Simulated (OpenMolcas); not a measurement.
Multiconfigurational calculation for V³⁺ complex

System: V³⁺ with 6 ligands (Cl; octahedron, 2.416 Å), embedded in Cs2ZrCl6 by model potentials and point charges, whose field is part of the energies.
Method: state-averaged SS-CASPT2, IPEA shift 0, imaginary shift 0.1 hartree, closed shells 3s 3p of the metal and the valence shells of the ligands correlated, active space 2 electrons in the shell 3d, basis ANO-RCC-VTZP on the metal and ANO-RCC-VDZP on the ligands, DKH2 scalar Hamiltonian, spin-orbit coupling by RASSI with atomic mean-field integrals (OpenMolcas).

## Key numbers

- outcome: converged; degenerate states are split by up to 390 cm⁻¹
- energy of the lowest spin-free term: −3715.44934 hartree
- energy of the lowest spin-orbit level: −3715.44999 hartree
- CASPT2 correlation energy: −1.3443 hartree
- largest spread among components of a term: 389.5 cm⁻¹
- lowest reference weight: 0.659
- hardware: 1 thread of Arm Neoverse V2, 24 GiB of memory available, shared host
- wall time: 2.1 min
- peak memory: 0.2 GiB

## Notes

The components of ¹T2, which symmetry makes degenerate, are split by 390 cm⁻¹ in CASPT2. This is an artefact; the levels of such states rest on averages and are uncertain by about as much. To bear in mind: the geometry is set by hand, with no relaxation.

## The input
```
&GATEWAY
Basis set
V.ANO-RCC-VTZP.
V1 0.0 0.0 0.0 Angstrom
End of basis
Basis set
Cl.ANO-RCC-VDZP.
L1 2.416000 0.000000 0.000000 Angstrom
L2 0.000000 2.416000 0.000000 Angstrom
L3 0.000000 0.000000 2.416000 Angstrom
End of basis
Basis set
Cs.EMB-AIMP.Seijo.0s.0s.ECP.Cs2ZrCl6.
PseudoCharge
* 4 symmetry-unique lattice sites within 7.6 angstrom
End of basis
Basis set
Cl.EMB-AIMP.Seijo.0s.0s.ECP.Cs2ZrCl6.
PseudoCharge
* 12 symmetry-unique lattice sites within 7.6 angstrom
End of basis
Basis set
Zr.EMB-AIMP.Seijo.0s.0s.ECP.Cs2ZrCl6.
PseudoCharge
* 6 symmetry-unique lattice sites within 7.6 angstrom
End of basis
Symmetry
XYZ
AngMom=0.0 0.0 0.0
AMFI
RICD
XField
1385 Angstrom 0
* Evjen-weighted lattice charges
&SEWARD
&RASSCF
FileOrb=start.orb
Symmetry=1
Spin=3
nActEl=2 0 0
Inactive=30 33
Ras2=5 0
CIRoot=10 10 1
SDav=10
CIMx=300
Iter=150 100
PrWF=0.3
OrbListing=Nothing
MaxOrb=0
LevShft=1.0
>>> COPY $Project.JobIph JOB001
&RASSCF
FileOrb=start.orb
Symmetry=1
Spin=1
nActEl=2 0 0
Inactive=30 33
Ras2=5 0
CIRoot=15 15 1
SDav=15
CIMx=300
Iter=150 100
PrWF=0.3
OrbListing=Nothing
MaxOrb=0
LevShft=1.0
>>> COPY $Project.JobIph JOB002
&RASSI
NrOfJobIphs=2 10 15
1 2 3 4 5 6 7 8 9 10
1 2 3 4 5 6 7 8 9 10 11 12 13 14 15
IphNames
JOB001
JOB002
EJob
SpinOrbit
DIPRint=1.0
SOCoupling=1000.0
Subsets=2
Property=9
'ANGMOM' 1 'ANGMOM' 2 'ANGMOM' 3 'MLTPL  1' 1 'MLTPL  1' 2 'MLTPL  1' 3
'AMFI' 1 'AMFI' 2 'AMFI' 3
SOProperty=3
'ANGMOM' 1 'ANGMOM' 2 'ANGMOM' 3
>>> COPY JOB001 $Project.JobIph
&CASPT2
Multistate=10 1 2 3 4 5 6 7 8 9 10
NoMult
Frozen=17 18
IPEA=0.0
Imaginary=0.1
MaxIter=60
WThr=0.0 0.3 0.05
PrWF=0.5
NoMix
>>> COPY JOB002 $Project.JobIph
&CASPT2
Multistate=15 1 2 3 4 5 6 7 8 9 10 11 12 13 14 15
NoMult
Frozen=17 18
IPEA=0.0
Imaginary=0.1
MaxIter=60
WThr=0.0 0.3 0.05
PrWF=0.5
NoMix
Threshold=1.0e-9 1.0e-6
```

The file start.orb holds starting orbitals from an earlier step. A driver script formed the levels outside the program, from RASSI's spin-orbit matrix and the CASPT2 energies (for multi-state variants, the effective Hamiltonian), averaged over the components of each term or state. The log and the time are those of the CASPT2 step.

Command:
```bash
OMP_NUM_THREADS=1 MOLCAS_MEM=2457 MOLCAS_PROJECT=a pymolcas a.inp > a.log  # once for each step of the input, in one work folder
```

## Output (extracts)
```
--- CASPT2 ---
Orbital specifications:
      -----------------------

      Symmetry species                           1   2
                                                ag  au
      Frozen orbitals                           17  18
      Inactive orbitals                         13  15
      Active orbitals                            5   0
      Secondary orbitals                        49  50
      Deleted orbitals                           0   0
      Number of basis functions                 84  83
Type of calculation                        SS-CASPT2
      Fock operator                              state-specific
      IPEA shift                                 0.00
      Real shift                                 0.00
      Imaginary shift                            0.10
      The input orbitals will be transformed to quasi-canonical
Reference energy:       -3714.1050709283
      E2 (Non-variational):      -1.3421044700
      Shift correction:          -0.0021708499
      E2 (Variational):          -1.3442753200
      Total energy:           -3715.4493462483
      Residual norm:              0.0000003255
      Reference weight:           0.67139
      Contributions to the CASPT2 correlation energy
      Active & Virtual Only:         -0.0065774343
      One Inactive Excited:          -0.1478755399
      Two Inactive Excited:          -1.1876514958
Reference energy:       -3714.1050709283
      E2 (Non-variational):      -1.3420958425
      Shift correction:          -0.0021707299
      E2 (Variational):          -1.3442665724
      Total energy:           -3715.4493375006
      Residual norm:              0.0000003248
      Reference weight:           0.67139
      Contributions to the CASPT2 correlation energy
      Active & Virtual Only:         -0.0065769831
      One Inactive Excited:          -0.1478702733
      Two Inactive Excited:          -1.1876485860
::    CASPT2 Root  1     Total energy:  -3715.44934625
::    CASPT2 Root  2     Total energy:  -3715.44933750
::    CASPT2 Root  3     Total energy:  -3715.44933753
::    CASPT2 Root  4     Total energy:  -3715.38957065
::    CASPT2 Root  5     Total energy:  -3715.38957068
::    CASPT2 Root  6     Total energy:  -3715.38957061
::    CASPT2 Root  7     Total energy:  -3715.32652749
::    CASPT2 Root  8     Total energy:  -3715.35016814
::    CASPT2 Root  9     Total energy:  -3715.35016816
::    CASPT2 Root 10     Total energy:  -3715.35016810
--- CASPT2 ---
Orbital specifications:
      -----------------------

      Symmetry species                           1   2
                                                ag  au
      Frozen orbitals                           17  18
      Inactive orbitals                         13  15
      Active orbitals                            5   0
      Secondary orbitals                        49  50
      Deleted orbitals                           0   0
      Number of basis functions                 84  83
Type of calculation                        SS-CASPT2
      Fock operator                              state-specific
      IPEA shift                                 0.00
      Real shift                                 0.00
      Imaginary shift                            0.10
      The input orbitals will be transformed to quasi-canonical
Reference energy:       -3714.0439642645
      E2 (Non-variational):      -1.3621114894
      Shift correction:          -0.0022131300
      E2 (Variational):          -1.3643246194
      Total energy:           -3715.4082888839
      Residual norm:              0.0000008864
      Reference weight:           0.66732
      Contributions to the CASPT2 correlation energy
      Active & Virtual Only:         -0.0134717951
      One Inactive Excited:          -0.1511844379
      Two Inactive Excited:          -1.1974552564
Reference energy:       -3714.0439642643
      E2 (Non-variational):      -1.3621114696
      Shift correction:          -0.0022131304
      E2 (Variational):          -1.3643246000
      Total energy:           -3715.4082888643
      Residual norm:              0.0000008864
      Reference weight:           0.66732
      Contributions to the CASPT2 correlation energy
      Active & Virtual Only:         -0.0134717926
      One Inactive Excited:          -0.1511844240
      Two Inactive Excited:          -1.1974552531
::    CASPT2 Root  1     Total energy:  -3715.40828888
::    CASPT2 Root  2     Total energy:  -3715.40828886
::    CASPT2 Root  3     Total energy:  -3715.40829025
::    CASPT2 Root  4     Total energy:  -3715.40492904
::    CASPT2 Root  5     Total energy:  -3715.40472047
::    CASPT2 Root  6     Total energy:  -3715.34367036
::    CASPT2 Root  7     Total energy:  -3715.34544516
::    CASPT2 Root  8     Total energy:  -3715.34536284
::    CASPT2 Root  9     Total energy:  -3715.36174567
::    CASPT2 Root 10     Total energy:  -3715.32845313
::    CASPT2 Root 11     Total energy:  -3715.32862123
::    CASPT2 Root 12     Total energy:  -3715.32860446
::    CASPT2 Root 13     Total energy:  -3715.27995776
::    CASPT2 Root 14     Total energy:  -3715.27995776
::    CASPT2 Root 15     Total energy:  -3715.22602894
```

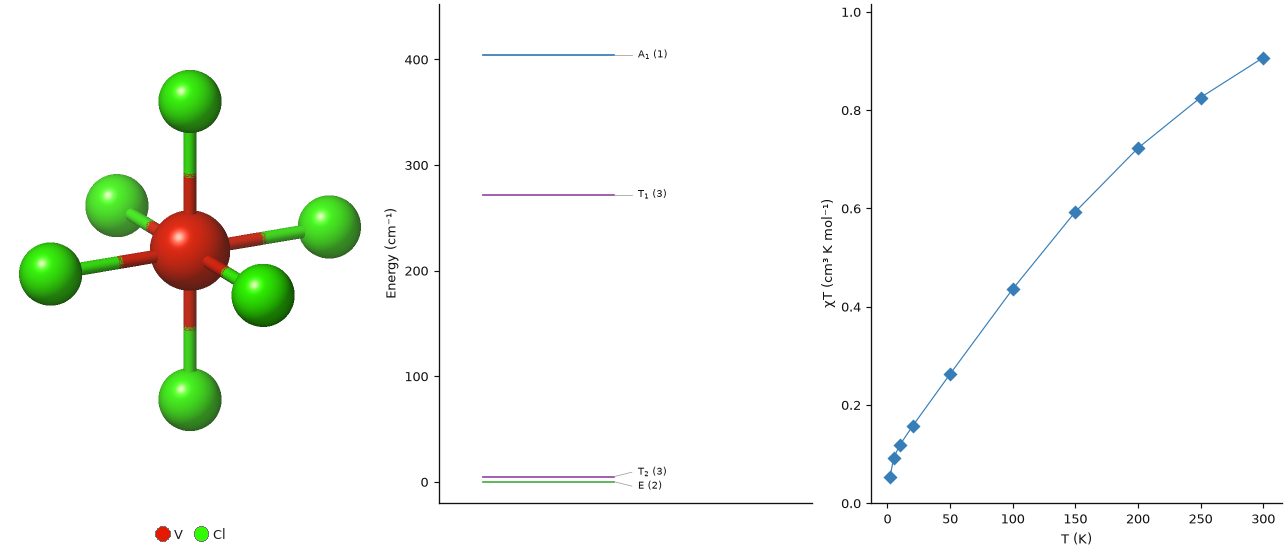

V³⁺ (3d²) as a dopant in Cs₂ZrCl₆, a cluster with its 6 nearest Cl⁻ at 2.416 Å (octahedron) embedded in model potentials and point charges; the geometry was set, not optimised, and its levels and susceptibility. Labels give the representation in O, Td, D4 or D3 as the site allows (double group for half-integer spin) where it could be assigned and, in brackets, the degeneracy; spin-free states, where drawn, share the zero of the spin-orbit levels. Powder susceptibility by Van Vleck's formula. The ground level is E, doubly degenerate, 100 % from states of spin multiplicity 3. Its principal g values are all close to zero. The next level lies at 4.9 cm⁻¹ (T₂). χT is 0.0524 cm³ K mol⁻¹ at 2 K and 0.907 at 300 K, an effective moment of 2.69 μB.
